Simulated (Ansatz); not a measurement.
# What a change does: single-point calculation on GeH$_{4}$O$_{4}$

System: GeH$_{4}$O$_{4}$.
Method of run A: RHF/def2-SVP (Ansatz 0.2.0).

Text and figures count atoms from 1; the logs count them from 0 in places.

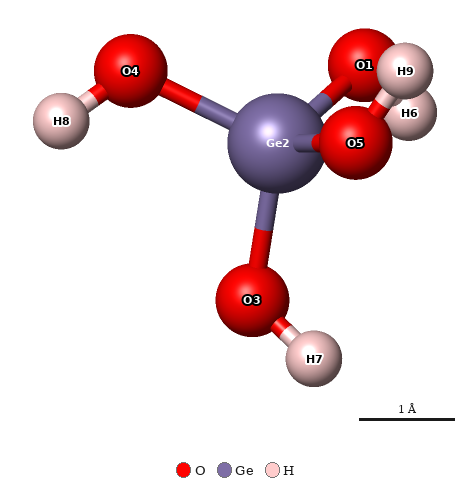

Fig. 1: The structure (ball-and-stick view, seen at a tilt; atoms are numbered from 1 in the order of the input). Sticks mark near contacts.

## Input file, run A
```yaml
crystal:
  periodic: [false, false, false]
  atoms:
    - { symbol: O, position_ang: [-0.109449, 1.48307, -0.895857] }
    - { symbol: Ge, position_ang: [-0.00732, 0.099181, -0.059902] }
    - { symbol: O, position_ang: [-0.7811, -1.266039, -0.802512] }
    - { symbol: O, position_ang: [-0.811997, 0.368358, 1.454715] }
    - { symbol: O, position_ang: [1.680554, -0.287827, 0.063966] }
    - { symbol: H, position_ang: [-0.417157, 1.421639, -1.78756] }
    - { symbol: H, position_ang: [-0.270953, -1.757963, -1.428094] }
    - { symbol: H, position_ang: [-1.152529, -0.393549, 1.898706] }
    - { symbol: H, position_ang: [2.283361, 0.439088, 0.106532] }
basis:
  gaussian: { orbitals: def2-SVP }
hamiltonian:
  xc: hf
output:
  forces: true
```

Command:
```bash
ansatz run input.yaml --threads 1 --pin off --max-ram 2560MiB --backend cpu --events-out ev --progress --plain --runs-dir out
```

Hardware: 1 thread of Arm Neoverse V1, 24 GiB of memory available, shared host.

## Output (run A)
```
Engine: ansatz 0.2.0, aarch64-unknown-linux-gnu
Functional definition: HF
  exchange = exact_x
  correlation = 0
1039 factors; integrals over basis functions are off by at most 1.1e-3 eV
mean field evaluation 1: about -64668.8179 eV, gradient 5.7e1 eV
mean field evaluation 2: about -64668.8782 eV, gradient 5.7e1 eV
mean field evaluation 4: about -64674.4302 eV, gradient 3.1e0 eV
mean field evaluation 8: about -64674.4602 eV, gradient 1.0e-4 eV
mean field -64674.46016596 eV, -2376.7425731753 hartree, gradient 1.4e-5 eV, S^2 0.000000; 0 other end points of the search recorded, 0 dependent functions left out
the calculation of the forces begins
reference -64674.46016596 eV, -2376.7425731753 hartree; 34, 34 occupied and 74, 74 virtual orbitals, 1039 factors
Total energy: -64674.46016596 eV, -2376.7425731753 hartree
Atom 0 at    -0.109449     1.483070    -0.895857 Å, force    -0.580605     4.148877    -3.082646 eV/Å
Atom 1 at    -0.007320     0.099181    -0.059902 Å, force     0.233471    -3.910731     2.996206 eV/Å
Atom 2 at    -0.781100    -1.266039    -0.802512 Å, force    -0.038446    -0.108922    -0.260318 eV/Å
Atom 3 at    -0.811997     0.368358     1.454715 Å, force     0.085648    -0.123752     0.048370 eV/Å
Atom 4 at     1.680554    -0.287827     0.063966 Å, force     0.302489    -0.282638     0.174265 eV/Å
Atom 5 at    -0.417157     1.421639    -1.787560 Å, force    -0.012805     0.337296     0.032592 eV/Å
Atom 6 at    -0.270953    -1.757963    -1.428094 Å, force    -0.002461    -0.073436     0.070548 eV/Å
Atom 7 at    -1.152529    -0.393549     1.898706 Å, force     0.048557     0.025665    -0.002373 eV/Å
Atom 8 at     2.283361     0.439088     0.106532 Å, force    -0.035848    -0.012358     0.023354 eV/Å
Dipole moment:     0.150214    -0.135673    -0.437853 e Å
```

The input of run B differs as follows (lines with − go, lines with + come):
```diff
-    - { symbol: Ge, position_ang: [-0.00732, 0.099181, -0.059902] }
-    - { symbol: O, position_ang: [-0.7811, -1.266039, -0.802512] }
-    - { symbol: O, position_ang: [-0.811997, 0.368358, 1.454715] }
-    - { symbol: O, position_ang: [1.680554, -0.287827, 0.063966] }
+    - { symbol: Ge, position_ang: [0.007117, -0.096443, 0.058267] }
+    - { symbol: O, position_ang: [-0.766664, -1.461663, -0.684343] }
+    - { symbol: O, position_ang: [-0.79756, 0.172734, 1.572884] }
+    - { symbol: O, position_ang: [1.694991, -0.48345, 0.182135] }
-    - { symbol: H, position_ang: [-0.270953, -1.757963, -1.428094] }
-    - { symbol: H, position_ang: [-1.152529, -0.393549, 1.898706] }
-    - { symbol: H, position_ang: [2.283361, 0.439088, 0.106532] }
+    - { symbol: H, position_ang: [-0.256517, -1.953587, -1.309925] }
+    - { symbol: H, position_ang: [-1.138092, -0.589173, 2.016875] }
+    - { symbol: H, position_ang: [2.297797, 0.243464, 0.224701] }
```

How does run B compare with run A?

With the same method and basis, run B lies 3.0 kcal/mol lower. The largest force goes from 5.201 to 2.622 eV/Å.

## Output (run B)
```
Engine: ansatz 0.2.0, aarch64-unknown-linux-gnu
Functional definition: HF
  exchange = exact_x
  correlation = 0
1040 factors; integrals over basis functions are off by at most 7.2e-4 eV
mean field evaluation 1: about -64668.8429 eV, gradient 5.7e1 eV
mean field evaluation 2: about -64668.8965 eV, gradient 5.7e1 eV
mean field evaluation 4: about -64674.5588 eV, gradient 3.2e0 eV
mean field evaluation 8: about -64674.5898 eV, gradient 1.3e-4 eV
mean field -64674.58983399 eV, -2376.7473383878 hartree, gradient 1.7e-5 eV, S^2 0.000000; 0 other end points of the search recorded, 0 dependent functions left out
the calculation of the forces begins
reference -64674.58983399 eV, -2376.7473383878 hartree; 34, 34 occupied and 74, 74 virtual orbitals, 1040 factors
Total energy: -64674.58983399 eV, -2376.7473383878 hartree
Atom 0 at    -0.109449     1.483070    -0.895857 Å, force     0.198328    -2.196941     1.417408 eV/Å
Atom 1 at     0.007117    -0.096443     0.058267 Å, force    -0.400717     2.154025    -1.115624 eV/Å
Atom 2 at    -0.766664    -1.461663    -0.684343 Å, force     0.019733     0.118109    -0.153326 eV/Å
Atom 3 at    -0.797560     0.172734     1.572884 Å, force     0.216742     0.113589    -0.218684 eV/Å
Atom 4 at     1.694991    -0.483450     0.182135 Å, force    -0.013099     0.001029     0.046140 eV/Å
Atom 5 at    -0.417157     1.421639    -1.787560 Å, force    -0.062508    -0.130973     0.042642 eV/Å
Atom 6 at    -0.256517    -1.953587    -1.309925 Å, force     0.011275    -0.047821     0.018606 eV/Å
Atom 7 at    -1.138092    -0.589173     2.016875 Å, force     0.015078    -0.033079    -0.045298 eV/Å
Atom 8 at     2.297797     0.243464     0.224701 Å, force     0.015167     0.022061     0.008136 eV/Å
Dipole moment:     0.179876    -0.298082    -0.321025 e Å
```

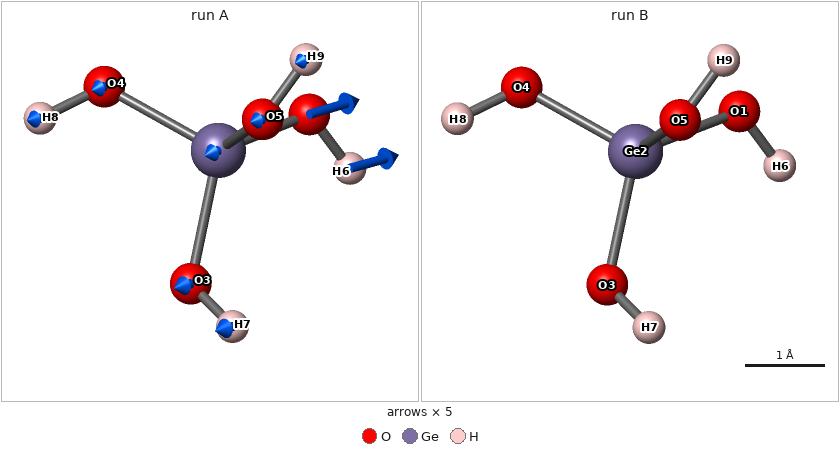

Fig. 2: The two input geometries at one scale (ball-and-stick view, seen at a tilt). The blue arrows on the first give the shifts of the atoms after the best rigid fit, magnified 5 times. O1 moves most after the best rigid fit: 0.18 Å. Largest moves by element: O 0.18 Å, H 0.17 Å, Ge 0.05 Å. Among the contacts that change: O1–Ge2 1.620 → 1.849 Å.

## The two runs side by side

| quantity | run A | run B |
| --- | --- | --- |
| outcome | converged | converged |
| total energy (hartree) | −2376.742573 | −2376.747338 |
| largest force (eV/Å) | 5.201 | 2.622 |
| basis functions | 108 | 108 |
| wall time (shared host) | 2.4 s | 2.4 s |
